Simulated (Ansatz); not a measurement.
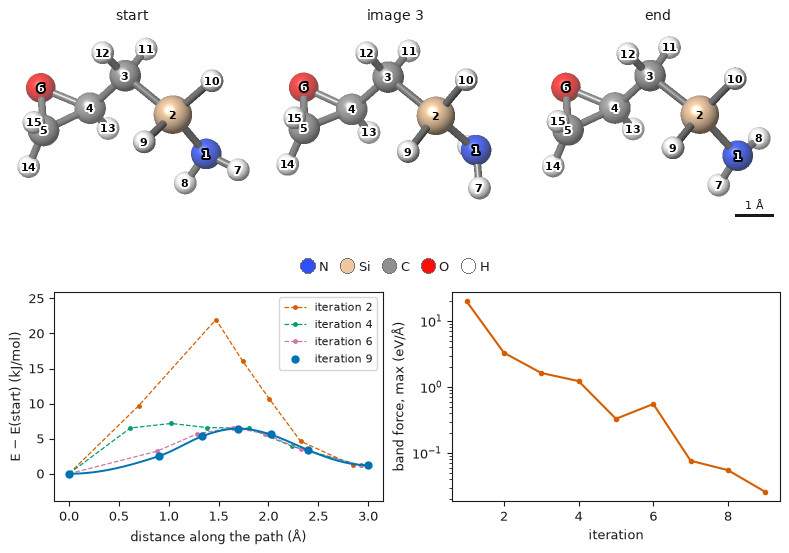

A nudged-elastic-band calculation for C$_{3}$H$_{9}$NOSi. Images are numbered from 0 (start) to 6 (end). The plot follows the band through its iterations. The picture is a ball-and-stick view, seen at a tilt.

Computed with RKS PBE-D4/cc-pVDZ in Ansatz. Run with 5 movable images; climbing image; force threshold 0.03 eV/Å; iteration limit 60; starting path through a guess of the saddle point.

### How did the profile develop, and is the result final?

The run is converged, with reservations. The band converged in 9 iterations. The largest component of the band force went from 20 to 0.026 eV/Å. The climbing image converged on the top of the path. Its curvatures weren't checked. The first iteration put the highest image at 397.4 kJ/mol. The energy climbs by 6.4 kJ/mol to image 3 and then falls by 5.2 kJ/mol, so the end point sits at +1.2 kJ/mol.
